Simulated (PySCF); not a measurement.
The calculation's input:

```
{"job": {"kind": "nmr", "xc": "PBE0", "basis": "pcSseg-1"}, "charge": 0, "multiplicity": 1}
Si     0.985641     1.716504     0.658145
Cl     0.993412     1.868372     2.721454
Cl     2.954631     1.718685     0.019311
Cl     0.089044     3.421112    -0.099851
Si    -0.118702    -0.203996    -0.066986
C      0.824837    -1.672874     0.624204
C     -1.868906    -0.106807     0.605682
C     -0.071468    -0.147871    -1.943629
H      0.355525    -2.619431     0.311194
H      0.841502    -1.645275     1.724572
H      1.866125    -1.670273     0.266947
H     -1.861159    -0.062626     1.705676
H     -2.380911     0.793212     0.231758
H     -2.456995    -0.987457     0.301039
H     -0.593636     0.746277    -2.317487
H      0.968047    -0.110878    -2.304018
H     -0.555517    -1.037263    -2.377790
```

Run with:

```sh
OMP_NUM_THREADS=1 python probes_run.py task.json out
```

Geometry: PBE0-D3(BJ)/def2-SVP.

Theory: PBE0/pcSseg-1, SCF density, gas phase, non-relativistic (PySCF 2.14.0).

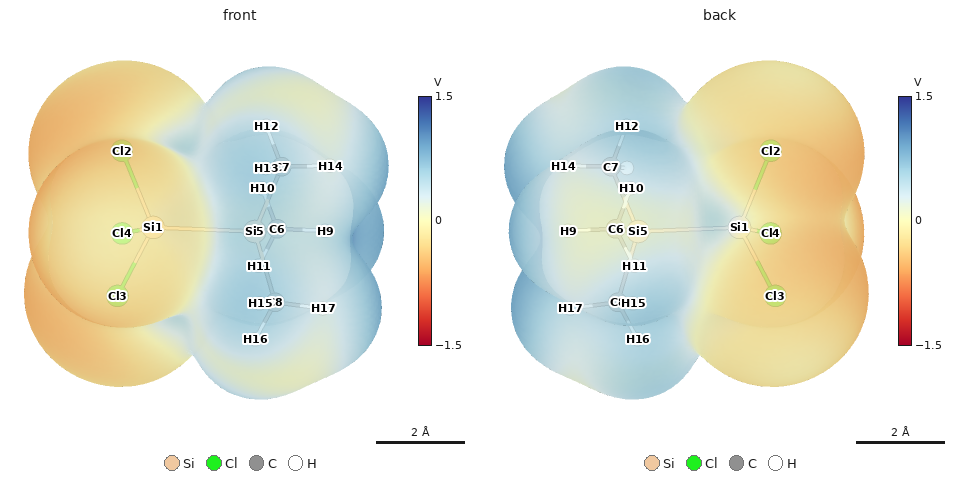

C$_{3}$H$_{9}$Cl$_{3}$Si$_{2}$. The electrostatic potential painted on the density surface at 0.001 e/bohr³, seen from the front and from behind; red is negative and blue positive.

Q: Where is the surface potential most negative and most positive?

A: The most negative region (about −0.5 V) lies over Cl2, Cl3 and Cl4, the most positive (about +1.0 V) over Si5.
